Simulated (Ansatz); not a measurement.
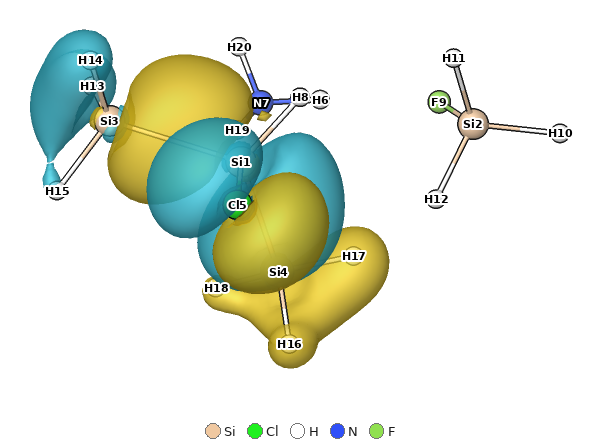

The picture shows: ClH₇Si₃···FH₃Si···NH₃. One frontier orbital at ±0.08 Å⁻³ᐟ² (yellow and cyan are the two phases), seen across its widest extent.

The product side of a reaction path; geometry: PBE0-D4/def2-TZVP; a saddle point, not a minimum.

Method: RKS PBE0-D4/def2-TZVPP in Ansatz 0.2.0.

```xyz
20

Si   -0.6345   -0.2173    0.8658
Si    3.2521   -0.5565    0.1435
Si   -2.5582    1.0339    1.3002
Si   -0.7349   -1.6295   -0.9896
Cl   -0.6702   -1.5356    2.5340
H     0.6464    1.2555   -1.4455
N    -0.3080    1.4093   -1.1378
H     0.6498    0.4878    1.0977
F     2.6500    0.4144   -0.9931
H     4.5791   -1.0097   -0.3362
H     3.3795    0.2263    1.3927
H     2.3348   -1.7045    0.3162
H    -2.8218    2.0887    0.2801
H    -2.4404    1.6924    2.6291
H    -3.7263    0.1135    1.3276
H    -0.8280   -3.0625   -0.6067
H     0.4532   -1.4464   -1.8696
H    -1.9392   -1.2737   -1.7940
H    -0.9163    1.3636   -1.9467
H    -0.3671    2.3502   -0.7676
```

Question: Which orbital is it: HOMO or LUMO?

Answer: The HOMO, at −7.41 eV. It lies mainly on Cl5 (about 30 %), Si1 (about 25 %), Si4 (about 15 %) and Si3 (about 15 %).
